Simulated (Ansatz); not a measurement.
```xyz
6

F    -0.3504    0.1883   -3.5121
P    -0.7449    1.5691   -1.1298
Sn   -1.1572   -1.0038   -2.1119
H     0.6035    1.9521   -1.3404
H    -0.9634    2.2372    0.1086
H    -1.3569    2.5148   -1.9900
```

Geometry: PBE0-D3(BJ)/def2-SVP; core potentials replace the inner electrons of Sn.

All numbers below come from isolated molecule in a Gaussian basis; Kohn-Sham density functional theory, functional PBE0 in Ansatz 0.2.0.

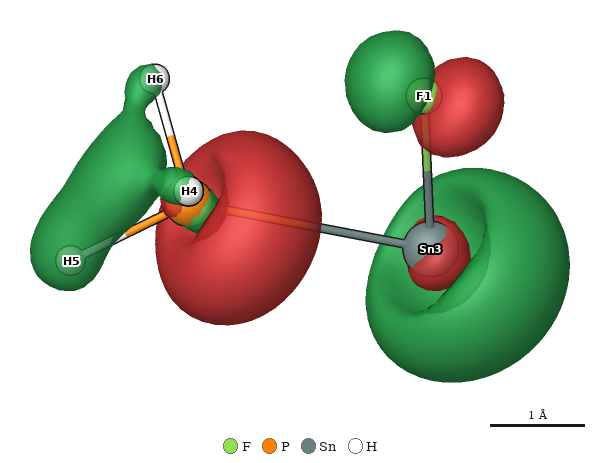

FH$_{3}$PSn (doublet). The HOMO−1 (α) at ±0.15 Å⁻³ᐟ² (green and red are the two phases), seen at an oblique angle.

Question: Describe this orbital and give its energy.

Answer: It lies mainly on Sn3 (about 40 %), P2 (about 35 %) and F1 (about 15 %). Its energy is −8.09 eV.
